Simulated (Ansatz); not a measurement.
Input file:

```
basis:
  gaussian:
    orbitals: def2-TZVPD
crystal:
  periodic: [false, false, false]
  atoms:
    - {symbol: C, position_ang: [-0.294002, -0.845612, 0.477926]}
    - {symbol: B, position_ang: [0.104308, -0.138962, -0.689647]}
    - {symbol: Mg, position_ang: [1.386153, -2.146380, -0.206423]}
    - {symbol: S, position_ang: [1.098045, 0.040389, -2.034063]}
    - {symbol: H, position_ang: [-1.011251, -0.819644, 1.294400]}
output: {forces: true, orbitals: {seedname: orbitals}}
hamiltonian:
  xc: {name: PBE0}
magnetization:
  spin_polarized: true
  initial_magnetization: 2
```

Command:

```sh
ansatz run input.yaml --threads 1 --pin off --max-ram 2610MiB --events-out events.jsonl --progress --plain --runs-dir runs
```

Geometry: B3LYP-D3(BJ)/def2-SVP.

All numbers below come from isolated molecule in a Gaussian basis; Kohn-Sham density functional theory, functional PBE0 in Ansatz.

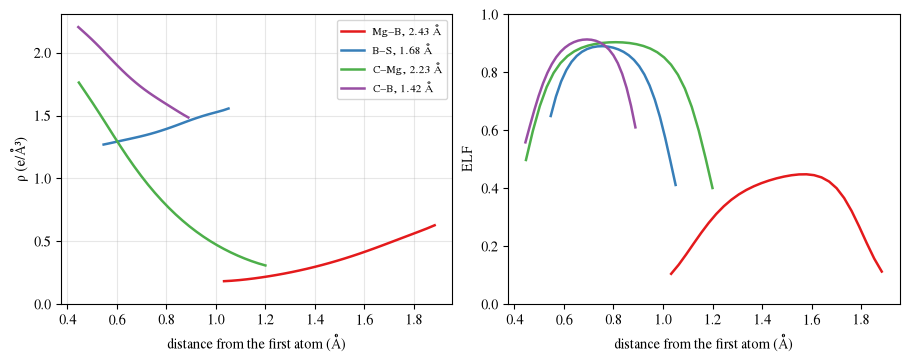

CHBMgS (SMILES [CH+]1[B]2[S][Mg-]12) (triplet). Electron density and electron localisation function along straight lines between neighbouring atoms. The curves leave out the atomic cores.

### What can be read from the curves?

Mg–B (2.43 Å): ρ is about 0.22 e/Å³ halfway; the ELF is about 0.30 at the midpoint.
B–S (1.68 Å): the density is about 1.4 e/Å³ at the midpoint; the ELF peaks at about 0.90 between the atoms: a covalent bond.
C–Mg (2.23 Å): ρ at the midpoint is about 0.36 e/Å³; the ELF peaks at about 0.90 in the valence shell of C, 0.8 Å from its nucleus, and is about 0.70 at the midpoint.
C–B (1.42 Å): the density is about 1.7 e/Å³ at the midpoint; the ELF peaks at about 0.90 between the atoms, as expected for localised, covalent bonding.
